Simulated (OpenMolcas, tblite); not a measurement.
**C2H6AlCl (dimethylaluminum chloride): the vertical ionisation energy, rung by rung**

C2H6AlCl: 10 atoms, total charge 0, spin state singlet. As SMILES, `[CH3][Al]([CH3])[Cl]`. Geometry: relaxed at PBE0-D4/def2-TZVP.

Quantity: the vertical ionisation energy (to the doublet cation), in eV. The values are calculated.

```tsv
level	kind	program	value (eV)	less CCSD(T)/cc-pVDZ	CPU time (all runs)
GFN1-xTB	semi-empirical	tblite	14.09	+4.10	under 2 s
HF/cc-pVDZ	Hartree–Fock	OpenMolcas	9.57	-0.42	19 s
SVWN5/cc-pVDZ	LDA	OpenMolcas	9.56	-0.43	66 s
PBE/cc-pVDZ	GGA	OpenMolcas	9.43	-0.56	1.7 min
revPBE/cc-pVDZ	GGA	OpenMolcas	9.38	-0.61	1.8 min
r2SCAN/cc-pVDZ	meta-GGA	OpenMolcas	9.63	-0.36	2.7 min
PBE0/cc-pVDZ	global hybrid	OpenMolcas	9.82	-0.17	90 s
CCSD(T)/cc-pVDZ, open shells restricted	coupled cluster or CI	OpenMolcas	9.99	0.00	2.3 min
```

Differences are taken from CCSD(T)/cc-pVDZ, open shells restricted for orientation; it has basis-set and higher-order errors of its own. The values span 9.38 to 14.09 eV. The xTB values lack the empirical shift that such differences need. Times are those of the runs behind each value, whatever else they computed, on shared processors of several kinds: orders of magnitude only.

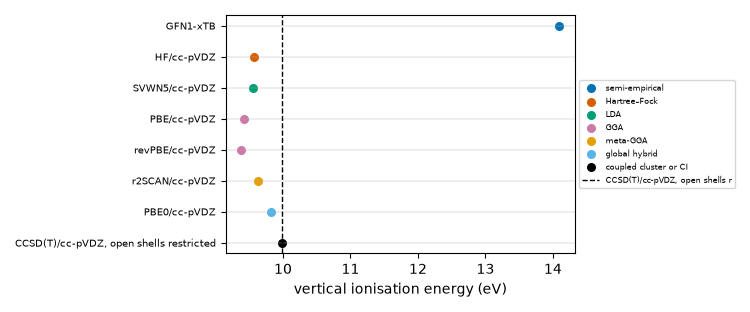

The values of the table, level by level.
